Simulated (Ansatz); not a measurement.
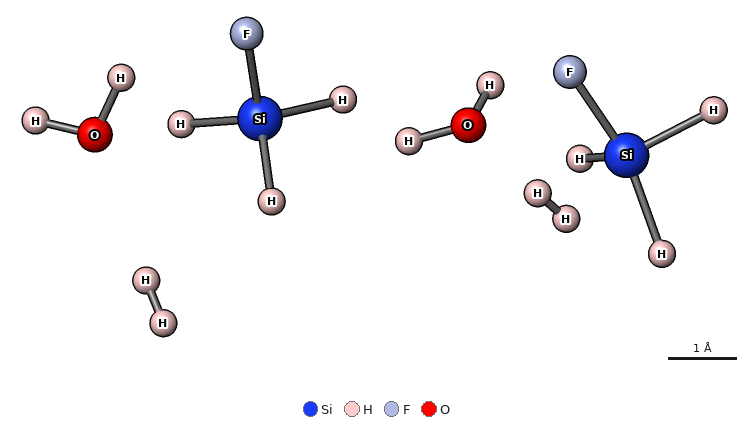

Two geometries of SiH$_{7}$OF (started from a transition state, displaced along its imaginary mode), drawn at one scale. One is the start of a relaxation, the other its converged end. A ball-and-stick model, seen from a free direction.

These are results of Ansatz, RKS PBE0-D4/def2-TZVP, not measurements. Set-up: force threshold 0.005 eV/Å; at most 200 steps.

### Which geometry has the lower energy?

The left one is the relaxed one. An H atom moves most after the best rigid fit: 2.27 Å. Largest moves by element: H 2.27 Å, F 0.98 Å, O 0.85 Å, Si 0.64 Å. Among the contacts that change: H–Si 1.866 → 4.669 Å, H–Si 2.195 → 4.153 Å, H–H 0.653 → 0.748 Å, H–Si 1.551 → 1.477 Å. Bond angles that change, for instance: H–Si–F 155.5° → 109.3°, H–Si–H 125.8° → 109.7°, H–Si–H 97.6° → 112.3°. After 118 accepted moves (130 points after the start) the energy has fallen by 50.8 kcal/mol. The largest force component goes from 5 to 0.0041 eV/Å. The line search rejected the trial steps at points 20, 35, 36, 39, 47, 61, 63, 73 and more of the run. The forces were under the threshold at step 37, but the run went on from there. The run took about 10 core-minutes on a shared host.
